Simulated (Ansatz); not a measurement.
# CH4F3GaO: up Jacob's ladder to CCSD(T)

Aim: compute CH4F3GaO with functionals from several rungs and with coupled cluster. The yardstick is the atomisation energy at the CCSD(T) limit.

The runs use Ansatz 0.2.0, Gaussian basis; functionals in def2-TZVPP, the program's frozen cores in correlated methods.

The runs, in order: LDA (SPW92), PBE-D4, revPBE-D4, BLYP-D4, r2SCAN-D4, B97M-V, PBE0-D4, B3LYP-D4, r2SCANh-D4, r2SCAN0-D4, HSE06-D4, BHLYP-D4, CAM-B3LYP-D4, LC-ωPBE, ωB97X-V, ωB97M-V, B2PLYP, PBE-QIDH; CCSD(T)/def2-SVP; CCSD(T)/def2-TZVPP; MP2/def2-QZVPP; extrapolation to the limit; RPA on PBE.

### 1 The geometry

All runs share one geometry, relaxed beforehand with PBE0-D4 in a triple-zeta def2 set.

SMILES `C[OH+][Ga-]([F])([F])[F]`, 10 atoms, charge 0, spin multiplicity 1.

Atoms are counted from 1 here; the program's logs count them from 0.

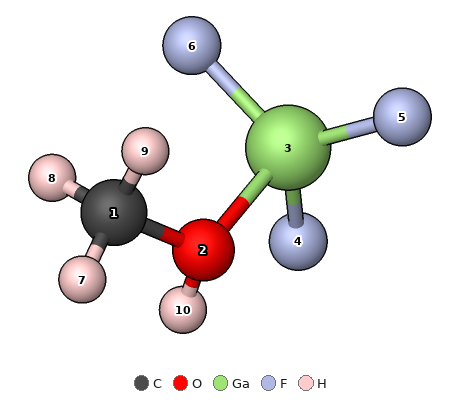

The geometry (carbon dark grey, oxygen red, gallium green, fluorine light blue, hydrogen pink); atoms are numbered from 1 in the order of the file.

As a file:

```xyz
10
CH4F3GaO
C     0.5558   -0.8862    0.9946
O     0.5680   -0.3458   -0.3401
Ga   -0.6542    1.1733   -0.8500
F    -1.0035    0.4678   -2.4189
F     0.3429    2.5989   -0.7648
F    -1.8585    0.9813    0.4084
H     1.3218   -1.6571    1.0707
H    -0.4302   -1.2801    1.2392
H     0.7960   -0.0629    1.6625
H     0.4449   -1.0404   -0.9985
```

### 2 LDA

This LDA is Slater exchange with PW92 correlation.

Input file in.yaml:

```yaml
crystal:
  periodic: [false, false, false]
  atoms:
    - {symbol: C, position_ang: [0.555823, -0.886245, 0.994623]}
    - {symbol: O, position_ang: [0.568045, -0.345795, -0.340147]}
    - {symbol: Ga, position_ang: [-0.654204, 1.173326, -0.850038]}
    - {symbol: F, position_ang: [-1.003544, 0.467791, -2.418949]}
    - {symbol: F, position_ang: [0.342950, 2.598944, -0.764802]}
    - {symbol: F, position_ang: [-1.858534, 0.981285, 0.408427]}
    - {symbol: H, position_ang: [1.321825, -1.657059, 1.070662]}
    - {symbol: H, position_ang: [-0.430210, -1.280051, 1.239198]}
    - {symbol: H, position_ang: [0.795964, -0.062936, 1.662536]}
    - {symbol: H, position_ang: [0.444887, -1.040361, -0.998508]}
basis:
  gaussian: {orbitals: def2-TZVPP}
hamiltonian: {xc: lda}
output: {orbitals: {seedname: orbitals}}
```

Command:

```sh
ansatz run in.yaml --threads 4 --pin off --events-out ev --progress --plain --max-ram 11315MiB
```

Log:

```text
Functional definition: SPW92
  name "SPW92"
  cite "Dirac, Proc. Camb. Phil. Soc. 26, 376 (1930) doi:10.1017/S0305004100016108"
  cite "Slater, Phys. Rev. 81, 385 (1951) doi:10.1103/PhysRev.81.385"
  cite "Perdew & Wang, Phys. Rev. B 45, 13244 (1992) doi:10.1103/PhysRevB.45.13244"
  exchange = slater_x
  correlation = pw_c
1403 factors; their error is unknown
mean field evaluation 1: about -63515.3425 eV, gradient 9.2e1 eV
mean field evaluation 2: about -63474.1274 eV, gradient 1.9e2 eV
mean field evaluation 4: about -63527.7919 eV, gradient 9.4e0 eV
mean field evaluation 8: about -63527.9472 eV, gradient 2.6e-1 eV
mean field evaluation 16: about -63527.9210 eV, gradient 6.9e-4 eV
mean field -63527.92102327 eV, -2334.6080368335 hartree, gradient 2.6e-5 eV, S^2 0.000000; 0 other end points of the search recorded, 0 dependent functions left out
reference -63527.92106235 eV, -2334.6080382698 hartree; 38, 38 occupied and 221, 221 virtual orbitals, 1403 factors
Total energy: -63527.92106235 eV, -2334.6080382698 hartree
```

Wall time 1.7 s (4 threads of Arm Neoverse V2, shared host); peak memory 0.35 GiB.

With the free atoms at this level, -63483.735 eV in sum, the atomisation energy is 44.186 eV. HOMO -8.77 eV, LUMO -2.12 eV.

### 3 PBE-D4 (GGA)

Changes to in.yaml since step 2:

```diff
@@ -15,3 +15,3 @@
   gaussian: {orbitals: def2-TZVPP}
-hamiltonian: {xc: lda}
-output: {orbitals: {seedname: orbitals}}
+hamiltonian: {xc: pbe, dispersion: d4}
+output: {forces: true, orbitals: {seedname: orbitals}}
```

Launched as before.

Log, shortened:

```text
Functional definition: PBE
  name "PBE"
  cite "Perdew, Burke & Ernzerhof, Phys. Rev. Lett. 77, 3865 (1996) doi:10.1103/PhysRevLett.77.3865"
  parent pbe
[...]
1403 factors; their error is unknown
[...]
mean field -63667.60410525 eV, -2339.7412954160 hartree, gradient 4.5e-5 eV, S^2 0.000000; 0 other end points of the search recorded, 0 dependent functions left out
[...]
reference -63667.60414776 eV, -2339.7412969781 hartree; 38, 38 occupied and 221, 221 virtual orbitals, 1403 factors
Total energy: -63667.78918457 eV, -2339.7480969555 hartree
Atom 0 at     0.555823    -0.886245     0.994623 Å, force    -0.017244    -0.117088     0.201537 eV/Å
Atom 1 at     0.568045    -0.345795    -0.340147 Å, force     0.297747     0.278594    -0.083233 eV/Å
Atom 2 at    -0.654204     1.173326    -0.850038 Å, force    -0.035784     0.046778    -0.008785 eV/Å
Atom 3 at    -1.003544     0.467791    -2.418949 Å, force    -0.113510    -0.239479    -0.538612 eV/Å
Atom 4 at     0.342950     2.598944    -0.764802 Å, force     0.353044     0.489501     0.030401 eV/Å
Atom 5 at    -1.858534     0.981285     0.408427 Å, force    -0.418023    -0.057853     0.432916 eV/Å
Atom 6 at     1.321825    -1.657059     1.070662 Å, force     0.158557    -0.165577     0.035181 eV/Å
Atom 7 at    -0.430210    -1.280051     1.239198 Å, force    -0.205283    -0.090119     0.085142 eV/Å
Atom 8 at     0.795964    -0.062936     1.662536 Å, force     0.048332     0.166187     0.146191 eV/Å
Atom 9 at     0.444887    -1.040361    -0.998508 Å, force    -0.067836    -0.310944    -0.300737 eV/Å
Dipole moment:     0.493954    -0.958170     0.416487 e Å
```

Wall time 2.5 s (4 threads of Arm Neoverse V2, shared host); peak memory 0.35 GiB.

Atomisation energy: 38.680 eV (free atoms -63629.109 eV, run apart). HOMO -8.49 eV, LUMO -1.79 eV.

### 4 revPBE-D4 (GGA)

Changes to in.yaml since step 3:

```diff
@@ -15,3 +15,3 @@
   gaussian: {orbitals: def2-TZVPP}
-hamiltonian: {xc: pbe, dispersion: d4}
-output: {forces: true, orbitals: {seedname: orbitals}}
+hamiltonian: {xc: {name: revPBE}, dispersion: d4}
+output: {orbitals: {seedname: orbitals}}
```

The command is unchanged.

Log:

```text
Functional definition: revPBE
  name "revPBE"
  cite "Zhang & Yang, Phys. Rev. Lett. 80, 890 (1998) doi:10.1103/PhysRevLett.80.890"
  cite "Perdew, Burke & Ernzerhof, Phys. Rev. Lett. 77, 3865 (1996) doi:10.1103/PhysRevLett.77.3865"
  parameter kappa = 1.245
  parameter beta = 0.06672455060314922
  exchange = pbe_x(kappa = kappa, mu = beta*pi^2/3)
  correlation = pbe_c(beta = beta)
1403 factors; their error is unknown
mean field evaluation 1: about -63666.6159 eV, gradient 9.1e1 eV
mean field evaluation 2: about -63626.0138 eV, gradient 1.9e2 eV
mean field evaluation 4: about -63678.9882 eV, gradient 9.1e0 eV
mean field evaluation 8: about -63679.1340 eV, gradient 2.3e-1 eV
mean field evaluation 16: about -63679.1069 eV, gradient 1.1e-3 eV
mean field -63679.10686010 eV, -2340.1640138599 hartree, gradient 6.3e-5 eV, S^2 0.000000; 0 other end points of the search recorded, 0 dependent functions left out
reference -63679.10691344 eV, -2340.1640158201 hartree; 38, 38 occupied and 221, 221 virtual orbitals, 1403 factors
Total energy: -63679.66136000 eV, -2340.1843913551 hartree
```

It took 2 s on 4 threads of Arm Neoverse V2, shared host; peak memory 0.35 GiB.

Atomisation energy: 37.441 eV (free atoms -63642.220 eV, run apart). HOMO -8.38 eV, LUMO -1.64 eV.

### 5 BLYP-D4 (GGA)

Changes to in.yaml since step 4:

```diff
@@ -15,3 +15,3 @@
   gaussian: {orbitals: def2-TZVPP}
-hamiltonian: {xc: {name: revPBE}, dispersion: d4}
+hamiltonian: {xc: {name: BLYP}, dispersion: d4}
 output: {orbitals: {seedname: orbitals}}
```

Same command.

Log:

```text
Functional definition: BLYP
  name "BLYP"
  cite "Becke, Phys. Rev. A 38, 3098 (1988) doi:10.1103/PhysRevA.38.3098"
  cite "Lee, Yang & Parr, Phys. Rev. B 37, 785 (1988) doi:10.1103/PhysRevB.37.785"
  parameter beta = 0.0042
  parameter a = 0.04918
  parameter b = 0.132
  parameter c = 0.2533
  parameter d = 0.349
  exchange = b88_x(beta = beta)
  correlation = lyp_c(a = a, b = b, c = c, d = d)
1403 factors; their error is unknown
mean field evaluation 1: about -63672.9439 eV, gradient 9.9e1 eV
mean field evaluation 2: about -63620.9389 eV, gradient 2.1e2 eV
mean field evaluation 4: about -63687.1998 eV, gradient 1.1e1 eV
mean field evaluation 8: about -63687.4165 eV, gradient 2.8e-1 eV
mean field evaluation 16: about -63687.3887 eV, gradient 3.8e-4 eV
mean field -63687.38869250 eV, -2340.4683655868 hartree, gradient 5.5e-5 eV, S^2 0.000000; 0 other end points of the search recorded, 0 dependent functions left out
reference -63687.38904649 eV, -2340.4683785956 hartree; 38, 38 occupied and 221, 221 virtual orbitals, 1403 factors
Total energy: -63687.79312121 eV, -2340.4832280678 hartree
```

Run time: 2 s. Hardware: 4 threads of Arm Neoverse V2, shared host; peak memory 0.35 GiB.

With the free atoms at this level, -63649.923 eV in sum, the atomisation energy is 37.870 eV. HOMO -8.43 eV, LUMO -1.80 eV.

### 6 r2SCAN-D4 (meta-GGA)

Changes to in.yaml since step 5:

```diff
@@ -15,3 +15,3 @@
   gaussian: {orbitals: def2-TZVPP}
-hamiltonian: {xc: {name: BLYP}, dispersion: d4}
-output: {orbitals: {seedname: orbitals}}
+hamiltonian: {xc: r2scan, dispersion: d4}
+output: {forces: true, orbitals: {seedname: orbitals}}
```

Same command.

Log, shortened:

```text
Functional definition: r2SCAN
  name "r2SCAN"
  cite "Furness, Kaplan, Ning, Perdew & Sun, J. Phys. Chem. Lett. 11, 8208 (2020) doi:10.1021/acs.jpclett.0c02405"
  cite "Furness, Kaplan, Ning, Perdew & Sun, J. Phys. Chem. Lett. 11, 9248 (2020) doi:10.1021/acs.jpclett.0c03077"
  parent r2scan
[...]
1403 factors; their error is unknown
[...]
mean field -63681.89899366 eV, -2340.2666228755 hartree, gradient 1.5e-5 eV, S^2 0.000000; 0 other end points of the search recorded, 0 dependent functions left out
[...]
reference -63681.89900611 eV, -2340.2666233330 hartree; 38, 38 occupied and 221, 221 virtual orbitals, 1403 factors
Total energy: -63681.94493615 eV, -2340.2683112309 hartree
Atom 0 at     0.555823    -0.886245     0.994623 Å, force    -0.012997    -0.137620     0.347517 eV/Å
Atom 1 at     0.568045    -0.345795    -0.340147 Å, force     0.018947     0.188502    -0.303614 eV/Å
Atom 2 at    -0.654204     1.173326    -0.850038 Å, force     0.004709    -0.026486     0.012665 eV/Å
Atom 3 at    -1.003544     0.467791    -2.418949 Å, force     0.007455    -0.005696    -0.005627 eV/Å
Atom 4 at     0.342950     2.598944    -0.764802 Å, force     0.010344     0.002494     0.002771 eV/Å
Atom 5 at    -1.858534     0.981285     0.408427 Å, force     0.002165    -0.008725     0.015484 eV/Å
Atom 6 at     1.321825    -1.657059     1.070662 Å, force    -0.017314     0.018017    -0.006815 eV/Å
Atom 7 at    -0.430210    -1.280051     1.239198 Å, force     0.014109     0.008186    -0.006647 eV/Å
Atom 8 at     0.795964    -0.062936     1.662536 Å, force    -0.011087    -0.007067    -0.031047 eV/Å
Atom 9 at     0.444887    -1.040361    -0.998508 Å, force    -0.016331    -0.031605    -0.024686 eV/Å
Dipole moment:     0.501623    -0.977138     0.426259 e Å
```

It took 4.9 s on 4 threads of Arm Neoverse V2, shared host; peak memory 0.38 GiB.

Atomisation energy: 38.219 eV (free atoms -63643.726 eV, run apart). HOMO -8.98 eV, LUMO -1.34 eV.

### 7 B97M-V (meta-GGA)

Changes to in.yaml since step 6:

```diff
@@ -15,3 +15,3 @@
   gaussian: {orbitals: def2-TZVPP}
-hamiltonian: {xc: r2scan, dispersion: d4}
-output: {forces: true, orbitals: {seedname: orbitals}}
+hamiltonian: {xc: {name: B97M-V}}
+output: {orbitals: {seedname: orbitals}}
```

Launched as before.

Log, shortened:

```text
Functional definition: B97M-V
  name "B97M-V"
  cite "Mardirossian & Head-Gordon, J. Chem. Phys. 142, 074111 (2015) doi:10.1063/1.4907719"
  cite "Becke, J. Chem. Phys. 107, 8554 (1997) doi:10.1063/1.475007"
  cite "Vydrov & Van Voorhis, J. Chem. Phys. 133, 244103 (2010) doi:10.1063/1.3521275"
  # Of w^i u^j: cxij and so on, Table III.
[...]
  gx(w, u) = cx00 + cx01*u + cx02*u^2 + (cx10 + cx11*u)*w
  gss(w, u) = css00 + css02*u^2 + css10*w + (css32*w^3 + css42*w^4)*u^2
  gos(w, u) = cos00 + cos01*u + cos03*u^3 + cos10*w + cos32*w^3*u^2
[...]
      + integral(e_c_pw_mod_opposite_spin*gos(b97_w_opposite, b97_u_opposite)) + vv10(b, c)
1403 factors; their error is unknown
[...]
mean field -63673.37128666 eV, -2339.9532354234 hartree, gradient 4.4e-5 eV, S^2 0.000000; 0 other end points of the search recorded, 0 dependent functions left out
reference -63673.37134883 eV, -2339.9532377084 hartree; 38, 38 occupied and 221, 221 virtual orbitals, 1403 factors
Total energy: -63673.37134883 eV, -2339.9532377084 hartree
```

Wall time 9 s (4 threads of Arm Neoverse V2, shared host); peak memory 0.44 GiB.

With the free atoms at this level, -63635.449 eV in sum, the atomisation energy is 37.922 eV. HOMO -9.10 eV, LUMO -1.60 eV.

### 8 PBE0-D4 (hybrid)

Changes to in.yaml since step 7:

```diff
@@ -15,3 +15,3 @@
   gaussian: {orbitals: def2-TZVPP}
-hamiltonian: {xc: {name: B97M-V}}
+hamiltonian: {xc: pbe0, dispersion: d4}
 output: {orbitals: {seedname: orbitals}}
```

Same command.

Log:

```text
Functional definition: PBE0
  name "PBE0"
  cite "Adamo & Barone, J. Chem. Phys. 110, 6158 (1999) doi:10.1063/1.478522"
  cite "Perdew, Burke & Ernzerhof, Phys. Rev. Lett. 77, 3865 (1996) doi:10.1103/PhysRevLett.77.3865"
  parent pbe
  parameter a = 0.25
  parameter kappa = 0.804
  parameter beta = 0.06672455060314922
  exchange = (1 - a)*pbe_x(kappa = kappa, mu = beta*pi^2/3) + a*exact_x
  correlation = pbe_c(beta = beta)
1448 factors; their error is unknown
mean field evaluation 1: about -63659.9186 eV, gradient 7.7e1 eV
mean field evaluation 2: about -63648.4505 eV, gradient 1.2e2 eV
mean field evaluation 4: about -63668.6008 eV, gradient 3.2e0 eV
mean field evaluation 8: about -63668.6179 eV, gradient 2.7e-2 eV
mean field evaluation 16: about -63668.8338 eV, gradient 7.0e-5 eV
mean field -63668.83376562 eV, -2339.7864846009 hartree, gradient 7.0e-5 eV, S^2 0.000000; 0 other end points of the search recorded, 0 dependent functions left out
reference -63668.83379573 eV, -2339.7864857076 hartree; 38, 38 occupied and 221, 221 virtual orbitals, 1448 factors
Total energy: -63668.99026268 eV, -2339.7922357619 hartree
```

It took 3.1 s on 4 threads of Arm Neoverse V2, shared host; peak memory 0.76 GiB.

With the free atoms at this level, -63631.344 eV in sum, the atomisation energy is 37.646 eV. HOMO -10.51 eV, LUMO -0.79 eV.

### 9 B3LYP-D4 (hybrid)

B3LYP here takes the VWN-RPA correlation.

Changes to in.yaml since step 8:

```diff
@@ -15,3 +15,3 @@
   gaussian: {orbitals: def2-TZVPP}
-hamiltonian: {xc: pbe0, dispersion: d4}
-output: {orbitals: {seedname: orbitals}}
+hamiltonian: {xc: {name: B3LYP}, dispersion: d4}
+output: {forces: true, orbitals: {seedname: orbitals}}
```

Launched as before.

Log, shortened:

```text
Functional definition: B3LYP
  name "B3LYP"
  cite "Stephens, Devlin, Chabalowski & Frisch, J. Phys. Chem. 98, 11623 (1994) doi:10.1021/j100096a001"
  cite "Becke, Phys. Rev. A 38, 3098 (1988) doi:10.1103/PhysRevA.38.3098"
  cite "Lee, Yang & Parr, Phys. Rev. B 37, 785 (1988) doi:10.1103/PhysRevB.37.785"
  cite "Vosko, Wilk & Nusair, Can. J. Phys. 58, 1200 (1980) doi:10.1139/p80-159"
[...]
1438 factors; their error is unknown
[...]
mean field -63688.52381687 eV, -2340.5100806381 hartree, gradient 6.5e-5 eV, S^2 0.000000; 0 other end points of the search recorded, 0 dependent functions left out
[...]
reference -63688.52407263 eV, -2340.5100900371 hartree; 38, 38 occupied and 221, 221 virtual orbitals, 1438 factors
Total energy: -63688.82130131 eV, -2340.5210129895 hartree
Atom 0 at     0.555823    -0.886245     0.994623 Å, force     0.024674    -0.132787     0.403572 eV/Å
Atom 1 at     0.568045    -0.345795    -0.340147 Å, force     0.035396     0.010726    -0.264419 eV/Å
Atom 2 at    -0.654204     1.173326    -0.850038 Å, force     0.010524     0.011713    -0.012926 eV/Å
Atom 3 at    -1.003544     0.467791    -2.418949 Å, force    -0.062294    -0.097109    -0.245093 eV/Å
Atom 4 at     0.342950     2.598944    -0.764802 Å, force     0.156954     0.228123     0.013714 eV/Å
Atom 5 at    -1.858534     0.981285     0.408427 Å, force    -0.190704    -0.022710     0.192607 eV/Å
Atom 6 at     1.321825    -1.657059     1.070662 Å, force    -0.051379     0.043188    -0.000208 eV/Å
Atom 7 at    -0.430210    -1.280051     1.239198 Å, force     0.067200     0.020182    -0.011407 eV/Å
Atom 8 at     0.795964    -0.062936     1.662536 Å, force    -0.015276    -0.055801    -0.033735 eV/Å
Atom 9 at     0.444887    -1.040361    -0.998508 Å, force     0.024905    -0.005523    -0.042105 eV/Å
Dipole moment:     0.501192    -0.982826     0.432831 e Å
```

Wall time 4.6 s (4 threads of Arm Neoverse V2, shared host); peak memory 0.79 GiB.

Atomisation energy: 37.690 eV (free atoms -63651.131 eV, run apart). HOMO -10.24 eV, LUMO -1.18 eV.

### 10 r2SCANh-D4 (hybrid)

Changes to in.yaml since step 9:

```diff
@@ -15,3 +15,3 @@
   gaussian: {orbitals: def2-TZVPP}
-hamiltonian: {xc: {name: B3LYP}, dispersion: d4}
-output: {forces: true, orbitals: {seedname: orbitals}}
+hamiltonian: {xc: {name: r2SCANh}, dispersion: d4}
+output: {orbitals: {seedname: orbitals}}
```

The command is unchanged.

Log, shortened:

```text
Functional definition: r2SCANh
  name "r2SCANh"
  cite "Bursch, Neugebauer, Ehlert & Grimme, J. Chem. Phys. 156, 134105 (2022) doi:10.1063/5.0086040"
  cite "Furness, Kaplan, Ning, Perdew & Sun, J. Phys. Chem. Lett. 11, 8208 (2020) doi:10.1021/acs.jpclett.0c02405"
  cite "Furness, Kaplan, Ning, Perdew & Sun, J. Phys. Chem. Lett. 11, 9248 (2020) doi:10.1021/acs.jpclett.0c03077"
  parent r2scan
[...]
1426 factors; their error is unknown
[...]
mean field -63680.97896750 eV, -2340.2328125378 hartree, gradient 7.0e-5 eV, S^2 0.000000; 0 other end points of the search recorded, 0 dependent functions left out
reference -63680.97897882 eV, -2340.2328129537 hartree; 38, 38 occupied and 221, 221 virtual orbitals, 1426 factors
Total energy: -63681.02767695 eV, -2340.2346025772 hartree
```

Run time: 4.7 s. Hardware: 4 threads of Arm Neoverse V2, shared host; peak memory 0.78 GiB.

Atomisation energy: 37.816 eV (free atoms -63643.211 eV, run apart). HOMO -9.76 eV, LUMO -0.99 eV.

### 11 r2SCAN0-D4 (hybrid)

Changes to in.yaml since step 10:

```diff
@@ -15,3 +15,3 @@
   gaussian: {orbitals: def2-TZVPP}
-hamiltonian: {xc: {name: r2SCANh}, dispersion: d4}
+hamiltonian: {xc: {name: r2SCAN0}, dispersion: d4}
 output: {orbitals: {seedname: orbitals}}
```

Launched as before.

Log, shortened:

```text
Functional definition: r2SCAN0
  name "r2SCAN0"
  cite "Bursch, Neugebauer, Ehlert & Grimme, J. Chem. Phys. 156, 134105 (2022) doi:10.1063/5.0086040"
  cite "Furness, Kaplan, Ning, Perdew & Sun, J. Phys. Chem. Lett. 11, 8208 (2020) doi:10.1021/acs.jpclett.0c02405"
  cite "Furness, Kaplan, Ning, Perdew & Sun, J. Phys. Chem. Lett. 11, 9248 (2020) doi:10.1021/acs.jpclett.0c03077"
  parent r2scan
[...]
1448 factors; their error is unknown
[...]
mean field -63679.65978848 eV, -2340.1843336031 hartree, gradient 8.2e-5 eV, S^2 0.000000; 0 other end points of the search recorded, 0 dependent functions left out
reference -63679.65979814 eV, -2340.1843339580 hartree; 38, 38 occupied and 221, 221 virtual orbitals, 1448 factors
Total energy: -63679.71357194 eV, -2340.1863101085 hartree
```

Wall time 5.5 s (4 threads of Arm Neoverse V2, shared host); peak memory 0.79 GiB.

With the free atoms at this level, -63642.471 eV in sum, the atomisation energy is 37.243 eV. HOMO -10.81 eV, LUMO -0.49 eV.

### 12 HSE06-D4 (hybrid)

HSE06 is the plane-wave form, built on full-range PBE exchange.

Changes to in.yaml since step 11:

```diff
@@ -15,3 +15,3 @@
   gaussian: {orbitals: def2-TZVPP}
-hamiltonian: {xc: {name: r2SCAN0}, dispersion: d4}
+hamiltonian: {xc: hse06, dispersion: d4}
 output: {orbitals: {seedname: orbitals}}
```

Launched as before.

Log, shortened:

```text
Functional definition: HSE06
  name "HSE06"
  cite "Heyd, Scuseria & Ernzerhof, J. Chem. Phys. 118, 8207 (2003) doi:10.1063/1.1564060"
  cite "Krukau, Vydrov, Izmaylov & Scuseria, J. Chem. Phys. 125, 224106 (2006) doi:10.1063/1.2404663"
  cite "Heyd & Scuseria, J. Chem. Phys. 120, 7274 (2004) doi:10.1063/1.1668634"
  cite "Ernzerhof & Perdew, J. Chem. Phys. 109, 3313 (1998) doi:10.1063/1.476928"
  cite "Perdew, Burke & Ernzerhof, Phys. Rev. Lett. 77, 3865 (1996) doi:10.1103/PhysRevLett.77.3865"
  parent pbe
[...]
  # The whole range is PBE's own exchange, as in plane waves. The composition of these papers is wPBEh.
[...]
1448 factors; their error is unknown
106 factors; integrals over basis functions are off by at most 3.1e-7 eV
[...]
mean field -63668.34112025 eV, -2339.7683802176 hartree, gradient 5.3e-5 eV, S^2 0.000000; 0 other end points of the search recorded, 0 dependent functions left out
reference -63668.34116040 eV, -2339.7683816932 hartree; 38, 38 occupied and 221, 221 virtual orbitals, 1448 factors
Total energy: -63668.48697743 eV, -2339.7737403699 hartree
```

Run time: 3.4 s. Hardware: 4 threads of Arm Neoverse V2, shared host; peak memory 0.8 GiB.

With the free atoms at this level, -63630.813 eV in sum, the atomisation energy is 37.674 eV. HOMO -10.10 eV, LUMO -1.16 eV.

### 13 BHLYP-D4 (hybrid)

Changes to in.yaml since step 12:

```diff
@@ -15,3 +15,3 @@
   gaussian: {orbitals: def2-TZVPP}
-hamiltonian: {xc: hse06, dispersion: d4}
+hamiltonian: {xc: {name: BHLYP}, dispersion: d4}
 output: {orbitals: {seedname: orbitals}}
```

Same command.

Log:

```text
Functional definition: BHLYP
  name "BHLYP"
  cite "Becke, J. Chem. Phys. 98, 1372 (1993) doi:10.1063/1.464304"
  cite "Becke, Phys. Rev. A 38, 3098 (1988) doi:10.1103/PhysRevA.38.3098"
  cite "Lee, Yang & Parr, Phys. Rev. B 37, 785 (1988) doi:10.1103/PhysRevB.37.785"
  parameter a = 0.5
  exchange = (1 - a)*b88_x + a*exact_x
  correlation = lyp_c
1612 factors; their error is unknown
mean field evaluation 1: about -63674.3299 eV, gradient 6.9e1 eV
mean field evaluation 2: about -63671.8466 eV, gradient 8.6e1 eV
mean field evaluation 4: about -63681.3575 eV, gradient 2.0e0 eV
mean field evaluation 8: about -63681.3641 eV, gradient 2.7e-2 eV
mean field evaluation 16: about -63681.8245 eV, gradient 6.2e-5 eV
mean field -63681.82446120 eV, -2340.2638838582 hartree, gradient 6.2e-5 eV, S^2 0.000000; 0 other end points of the search recorded, 0 dependent functions left out
reference -63681.82462861 eV, -2340.2638900104 hartree; 38, 38 occupied and 221, 221 virtual orbitals, 1612 factors
Total energy: -63682.05237303 eV, -2340.2722594635 hartree
```

It took 3.4 s on 4 threads of Arm Neoverse V2, shared host; peak memory 0.8 GiB.

With the free atoms at this level, -63645.774 eV in sum, the atomisation energy is 36.278 eV. HOMO -12.28 eV, LUMO 0.01 eV.

[end of part 1 of 2]
